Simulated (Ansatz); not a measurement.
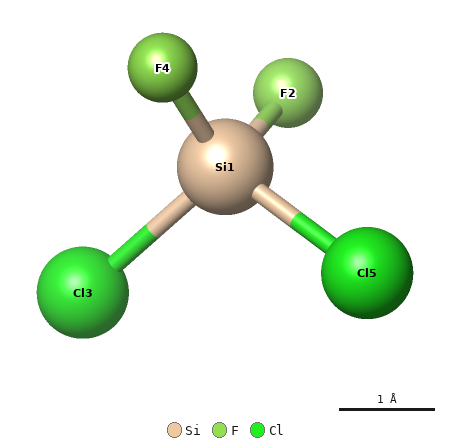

Starting structure of SiCl₂F₂. A ball-and-stick model, seen at a tilt.

The run prepares the start of a later molecular dynamics calculation, from a guessed geometry.

The calculation used Ansatz, RKS BLYP-D4/cc-pVDZ.

Input file:
```yaml
crystal:
  periodic: [false, false, false]
  atoms:
    - { symbol: Si, position_ang: [0.0, 0.0, 0.0] }
    - { symbol: F, position_ang: [0.0, 0.0, 1.59] }
    - { symbol: Cl, position_ang: [2.0086, 0.0, -0.7093] }
    - { symbol: F, position_ang: [-0.7489, 1.2974, -0.5295] }
    - { symbol: Cl, position_ang: [-1.0032, -1.7381, -0.7093] }
basis:
  gaussian: { orbitals: cc-pVDZ }
hamiltonian:
  xc: blyp
  dispersion: d4
relax:
  f_tol: 0.02
  max_steps: 40
```

Launched with:
```bash
ansatz run input.yaml --threads 1 --pin off --max-ram 2048MiB --backend cpu --events-out ev --progress --plain --runs-dir out
```

Q: Predict the outcome.

A: The atom that moves furthest after the best rigid fit is Si1 (0.049 Å). Largest moves by element: Si 0.049 Å, Cl 0.040 Å, F 0.026 Å. Some distances before and after: Si1–Cl3 2.130 → 2.062 Å, Si1–F2 1.590 → 1.637 Å. Bond angles that change, for instance: Cl3–Si1–Cl5 109.5° → 112.1°. After 4 geometry steps the energy has fallen by 0.150 eV. Largest force component: 2.3 eV/Å at the start, 0.011 eV/Å at the end.

History of the run:

| step | E − E(0), eV | largest force component, eV/Å |
| --- | --- | --- |
| 0 | 0.0000 | 2.2806 |
| 1 | -0.1171 | 1.0960 |
| 2 | -0.1434 | 0.2189 |
| 3 | -0.1496 | 0.0587 |
| 4 | -0.1502 | 0.0113 |

The structure at the end:

```xyz
5

Si    0.0204   -0.0346   -0.0279
F     0.0092   -0.0156    1.6088
Cl    1.9721    0.0059   -0.6928
F    -0.7548    1.3081   -0.5530
Cl   -0.9904   -1.7045   -0.6932
```
